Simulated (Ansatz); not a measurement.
# H4OSi: the cost of one run

The runs use Ansatz 0.2.0, Gaussian basis; PBE0-D4/def2-TZVP structures, single points in def2-TZVPP, no counterpoise correction.

Levels: SPW92, PBE-D4, BLYP-D4, r2SCAN-D4, B97M-V, PBE0-D4, B3LYP-D4, r2SCAN0-D4, BHLYP-D4, CAM-B3LYP-D4, wB97X-V, wB97M-V, B2PLYP, PBE-QIDH, RPA on PBE, Hartree-Fock, MP2, CCSD, CCSD(T).

Correlated methods freeze the cores. B3LYP uses VWN-RPA correlation. B2PLYP carries no dispersion term here.

94 further runs of the same task are left out: 94 set aside as unsound or not needed. Runs told in other sessions of the task aren't counted.

### Step 1. The system as given

The complex: 13 atoms, charge 0, spin multiplicity 1.

Atoms are counted from 1 here; the program's logs count them from 0.

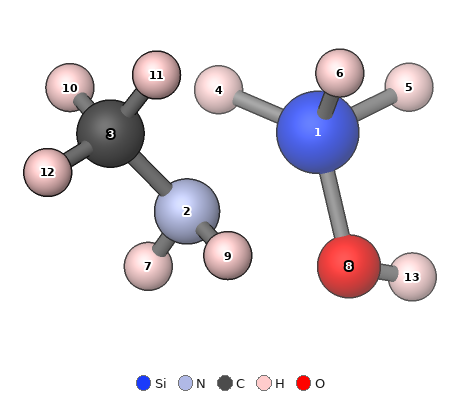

Start geometry, drawn with silicon blue, nitrogen light blue, carbon dark grey, hydrogen pink, oxygen red; atoms are numbered from 1 in the order of the file.

As a file:

```csv
atom,x (Å),y (Å),z (Å)
Si1,0.1651,0.4097,1.3289
N2,0.2612,-0.3417,-0.7944
C3,-1.0008,-0.2458,-1.5115
H4,-0.2857,1.6495,0.6285
H5,0.2046,0.8898,2.7678
H6,-0.9049,-0.6295,1.4064
H7,0.9944,0.1925,-1.2459
O8,1.7653,-0.0731,1.1873
H9,0.5913,-1.2980,-0.7353
H10,-1.3180,0.7982,-1.5332
H11,-1.7605,-0.8111,-0.9688
H12,-0.9495,-0.6199,-2.5382
H13,2.2375,0.0791,2.0082
```

Its parts: SiH4O holds atoms 1, 4, 5, 6, 8, 13; CH5N holds atoms 2, 3, 7, 9, 10, 11, 12. Each part counts its atoms afresh in its own runs.

### Step 2. Relaxing SiH4O alone

Contents of relax-a/in.yaml:

```yaml
crystal:
  periodic: [false, false, false]
  atoms:
    - {symbol: Si, position_ang: [0.165089, 0.409747, 1.328938]}
    - {symbol: H, position_ang: [-0.285710, 1.649546, 0.628531]}
    - {symbol: H, position_ang: [0.204624, 0.889798, 2.767827]}
    - {symbol: H, position_ang: [-0.904884, -0.629514, 1.406380]}
    - {symbol: O, position_ang: [1.765332, -0.073058, 1.187297]}
    - {symbol: H, position_ang: [2.237500, 0.079112, 2.008175]}
basis:
  gaussian: {orbitals: def2-TZVP}
hamiltonian: {xc: pbe0, dispersion: d4}
relax: {f_tol: 0.005, max_steps: 200}
```

Launch:

```bash
$ ansatz run in.yaml --threads 4 --pin off --events-out ev --progress --plain --max-ram 9574MiB
```

**Question.** How long does this run take on 4 threads of Intel Xeon at 2.50GHz, shared host?

About 13 s.
